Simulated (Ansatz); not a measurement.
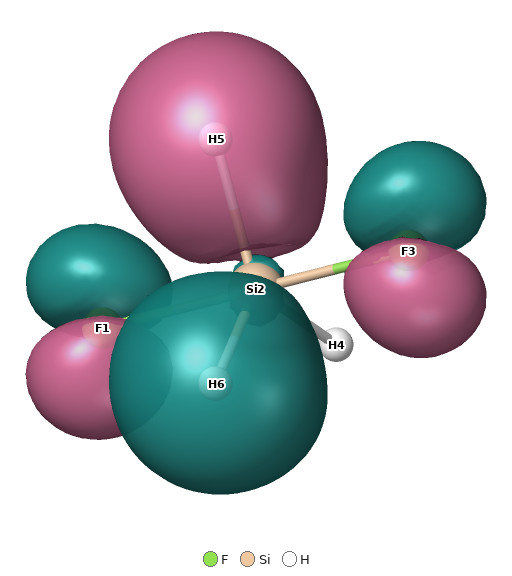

The picture shows: F₂H₃Si (charge −1). The HOMO at ±0.1 Å⁻³ᐟ² (teal and pink are the two phases), seen at a tilt.

Geometry: PBE0-D4/def2-TZVP.

All numbers below come from RKS PBE0-D4/def2-TZVPPD in Ansatz.

```xyz
6

F     0.4120   -0.2083   -1.6762
Si    0.0000    0.0000    0.0000
F    -0.4120    0.2083    1.6762
H    -1.4316   -0.3616   -0.3069
H     0.9859   -1.0774    0.3762
H     0.4457    1.4391   -0.0693
```

Describe this orbital and give its energy.

Answer. It lies mainly on Si2 (about 25 %), H5 (about 20 %), H6 (about 20 %), F1 (about 20 %) and F3 (about 20 %). It is one of a degenerate set, so its orientation is arbitrary. Its energy is −2.84 eV.
